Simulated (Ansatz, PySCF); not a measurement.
SiH4 (SMILES [SiH4]) and PH3 (SMILES P) are pulled apart as rigid monomers along the line of their centres of mass, from the B3LYP-D3(BJ)/def2-TZVP minimum. Starting geometry (charge 0, multiplicity 1):
```xyz
9

Si    -0.227    -0.017     0.004
H     -0.547     1.345     0.485
H     -1.156    -0.990     0.621
H      1.164    -0.358     0.374
H     -0.371    -0.066    -1.469
P      0.168     0.118     4.100
H      0.875     0.982     3.225
H      0.462    -1.037     3.331
H     -1.073     0.337     3.449
```

Interaction energies with rigid monomers; basis-set methods are counterpoise corrected unless marked otherwise.

Rows in 3-21G carry no dispersion term and start afresh at each structure.

Programs: Ansatz (Gaussian basis) for Hartree–Fock, density functionals and correlated methods; PySCF for 3-21G rows, the dispersion terms. Values without a source in brackets are computed.

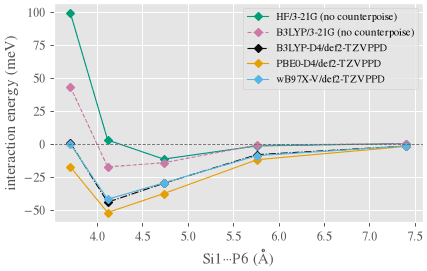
Figure. Interaction energy against separation

Which level binds most strongly at Si1···P6 = 4.12, and by how much?

PBE0-D4/def2-TZVPPD, -52 meV.

Ansatz is a program for electronic structure.
